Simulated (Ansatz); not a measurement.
The calculation's input:

```
crystal:
  periodic: [false, false, false]
  atoms:
    - {symbol: Cl, position_ang: [0.626329, 1.898245, -1.577223]}
    - {symbol: F, position_ang: [-1.011760, -1.275492, -1.548284]}
    - {symbol: N, position_ang: [-1.168378, 0.511248, 0.760991]}
    - {symbol: N, position_ang: [1.290768, -0.763313, 0.179651]}
    - {symbol: W, position_ang: [-0.106269, 0.000448, -0.515373]}
    - {symbol: H, position_ang: [-1.461219, 0.649337, 1.723519]}
    - {symbol: H, position_ang: [1.891729, -1.088474, 0.930918]}
basis:
  gaussian:
    orbitals: def2-TZVPD
magnetization:
  spin_polarized: false
  initial_magnetization: 0
hamiltonian:
  xc: pbe0
output: {forces: true, orbitals: {seedname: orbitals}}
```

Command:

```sh
ansatz run input.yaml --threads 2 --pin off --max-ram 5220MiB --events-out events.jsonl --progress --plain --runs-dir runs
```

Geometry: PBE0-D4/def2-SVP; core potentials replace the inner electrons of W.

These are results of Ansatz 0.2.0, isolated molecule in a Gaussian basis; Kohn-Sham density functional theory, functional PBE0, not measurements.

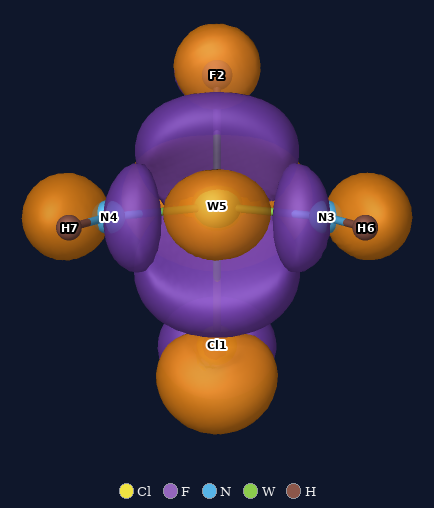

ClFH2N2W. The LUMO at ±0.1 Å⁻³ᐟ² (orange and purple are the two phases), seen from one side.

**What is the character of this orbital?**

By Hirshfeld shares it lies mainly on W5 (about 60 %), Cl1 (about 15 %), F2 (about 10 %), N3 (about 5 %) and N4 (about 5 %). Its energy is −2.04 eV.
